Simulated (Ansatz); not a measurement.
ClGeH₃O

| atom | x (Å) | y (Å) | z (Å) |
| --- | --- | --- | --- |
| Ge | -0.0201 | -0.0043 | -0.0031 |
| H | 0.0262 | -0.0970 | 1.5174 |
| O | 1.5866 | -0.0527 | -0.6926 |
| H | 2.0930 | -0.8435 | -0.5854 |
| H | -0.6918 | 1.2433 | -0.5462 |
| Cl | -1.1149 | -1.7446 | -0.6910 |

Level of theory: Ansatz 0.2.0, RHF/def2-SVP.

Q: Predict the electron density and electron localisation function between the atoms.

A: Ge–O (1.75 Å): ρ is about 1 e/Å³ halfway; the ELF peaks at about 0.85 in the valence shell of O, 0.6 Å from its nucleus, and is about 0.35 at the midpoint.
Ge–Cl (2.17 Å): ρ at the midpoint is about 0.71 e/Å³, with its minimum of 0.63 e/Å³ about 0.9 Å from Ge; the ELF peaks at about 0.85 in the valence shell of Cl, 0.9 Å from its nucleus, and is about 0.70 at the midpoint.

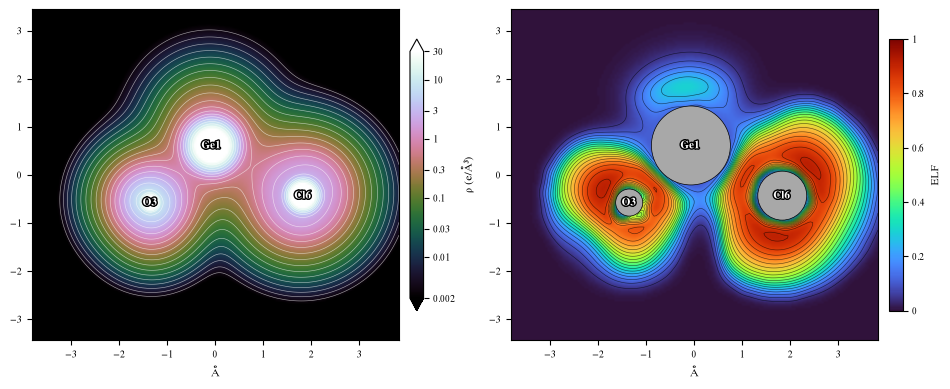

Computed electron density and electron localisation function on the plane of atoms O3, Ge1 and Cl6, in this order. Grey discs cover the atomic cores in the ELF map. 
